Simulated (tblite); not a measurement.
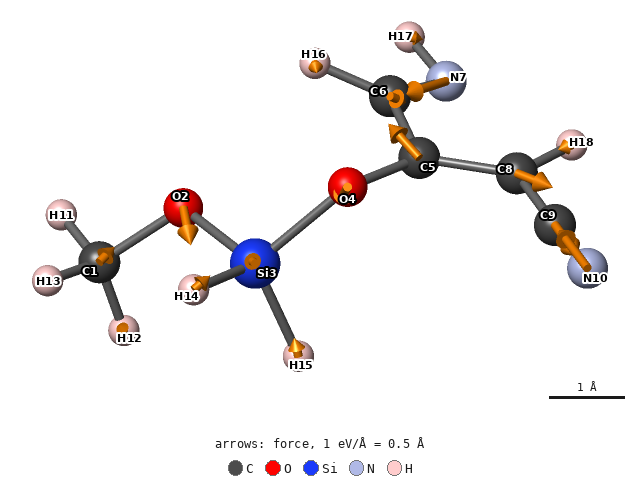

Starting geometry of C5H8N2O2Si with the computed forces as orange arrows. Style: ball-and-stick. Shown from a free direction.

All numbers below come from tblite 0.8.0, GFN2-xTB geometry optimisation, gas phase. 

Is this structure relaxed? If not, where do the atoms go?

It isn't relaxed: the largest force vector, on N atoms, is 2.02 eV/Å. The final displacements have little in common with the starting forces (cosine between the two patterns 0.22). The atom that moves furthest after the best rigid fit is H16 (0.53 Å). Largest moves by element: H 0.53 Å, N 0.39 Å, O 0.30 Å, Si 0.13 Å, C 0.10 Å. Some distances before and after: O2–Si3 1.672 → 1.623 Å, O4–C5 1.375 → 1.335 Å, C5–C6 1.503 → 1.465 Å, Si3–H15 1.496 → 1.461 Å. Bond angles that change, for instance: Si3–O4–C5 121.1° → 137.8°, C1–O2–Si3 117.4° → 128.4°, O4–Si3–H14 110.5° → 100.2°. The energy falls by 41.7 kJ/mol in 78 geometry steps. The run took 0.7 s on 1 thread of Arm Neoverse V1, on a shared host.
